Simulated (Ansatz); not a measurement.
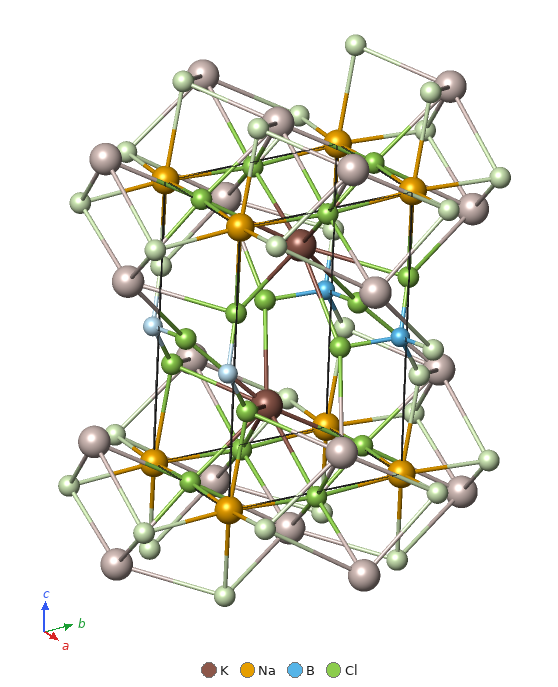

The crystal in a ball-and-stick representation, seen slightly off an axis. Atoms at the boundary of the unit cell (the box) are drawn once for each face, edge or corner they touch. Every bond is drawn to its end, so some atoms lie outside the box, in fainter colours.

K2NaBCl6, a = 5.595 Å, b = 5.595 Å, c = 9.034 Å, α = 84.69°, β = 84.63°, γ = 89.09°. Its origin is a structure type filled with these elements by a generator (whether the compound takes this form wasn't checked). Earlier steps of the study, as a rule a relaxation of our own, may have changed the cell and positions, so they can lie some per cent off the listed ones. It was the input of a calculation with Ansatz.

This one geometry was computed with Ansatz (DFT, plane waves, PAW) at three levels of theory: r2SCAN, PBEsol and PBE.

> How does the band gap change with the level of theory?

PBEsol: a gap of 4.75 eV, indirect; PBE: a gap of 4.85 eV, indirect; r2SCAN: a gap of 5.53 eV, indirect.

> Collect the results in a table.

| level | cutoff (eV) | k-mesh of the run's cell | gap (eV) | pressure (GPa) |
| --- | --- | --- | --- | --- |
| r2SCAN | 500 | 4×4×4 | 5.53 | -0.9 |
| PBEsol | 420 | 4×4×4 | 4.75 | -1.1 |
| PBE | 420 | 4×4×4 | 4.85 | 0.0 |

Gaps are taken on the k-mesh or band path of each run.
